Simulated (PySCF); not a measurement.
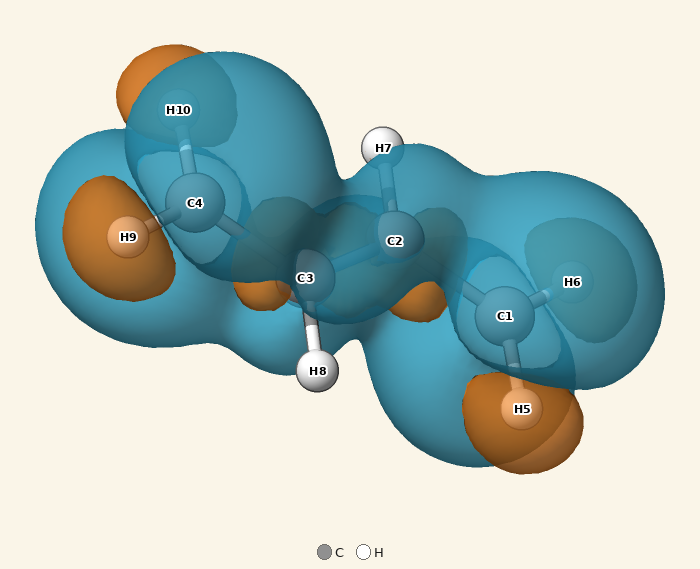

Figure 1: C₄H₆, triplet, SMILES `[CH2]C=C[CH2]`. Spin density ρα − ρβ at ±0.01 e/Å³ (light blue: excess α, orange: excess β).

Level of theory: HF/def2-TZVP (PySCF), at a geometry from GFN2-xTB. No frequency check shows the geometry to be a minimum. The stability of the open-shell solution wasn't checked. GFN2-xTB doesn't know the spin state, so this open-shell geometry is rough.

Where is the unpaired spin?

Hirshfeld spin populations: C1 and C4 +0.76 and C2 and C3 +0.17. ⟨S²⟩ = 2.02, against 2.00 for a pure state. The picture also shows regions of β spin from spin polarisation; the Hirshfeld sums, whose atoms overlap, net them against the α spin of neighbours.

Run time: 3.4 s on 1 thread of Intel(R) Xeon(R) Platinum 8259CL CPU @ 2.50GHz (Skylake/Cascade Lake), on a shared host, peak memory 0.24 GiB.
